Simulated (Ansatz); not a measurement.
C2H5FOSi

```xyz
10

C    -1.0423   -0.5239    0.7456
C     0.3761   -0.4313    0.2553
O     0.5052   -0.6465   -1.2410
Si    0.9913    0.8884   -0.8267
F     0.0212    2.1054   -1.2654
H    -1.7058    0.1837    0.2259
H    -1.0843   -0.3071    1.8251
H    -1.4355   -1.5422    0.5858
H     1.0789   -1.0849    0.7962
H     2.3786    1.3072   -1.0978
```

The calculation used RKS r2SCAN-D4/def2-SVP (Ansatz 0.2.0).

> What will maps of the electron density and electron localisation function show?

C–C (1.50 Å): the density is about 1.7 e/Å³ at the midpoint; the ELF peaks at about 0.95 between the atoms, as expected for a shared electron pair.
Si–F (1.62 Å): ρ at the midpoint is about 1 e/Å³; the ELF peaks at about 0.85 in the valence shell of F, 0.6 Å from its nucleus, and is about 0.45 at the midpoint.
C–Si (1.81 Å): ρ at the midpoint is about 0.92 e/Å³; the ELF peaks at about 0.85 between the atoms, as expected for localised, covalent bonding.

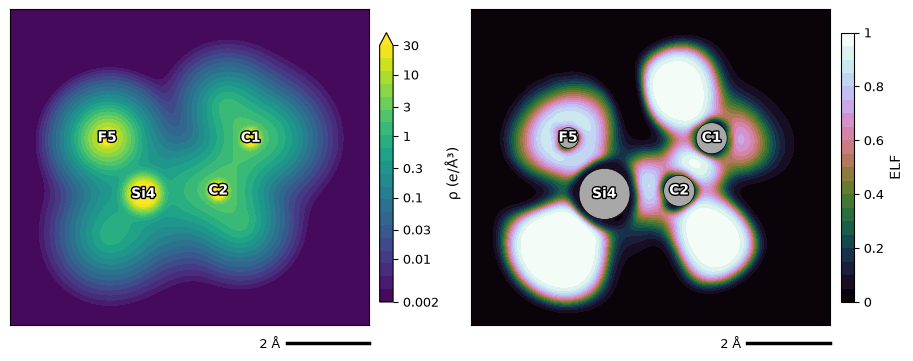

Computed electron density and electron localisation function on the plane of atoms C2, Si4 and F5, in this order. Grey discs cover the atomic cores in the ELF map. 
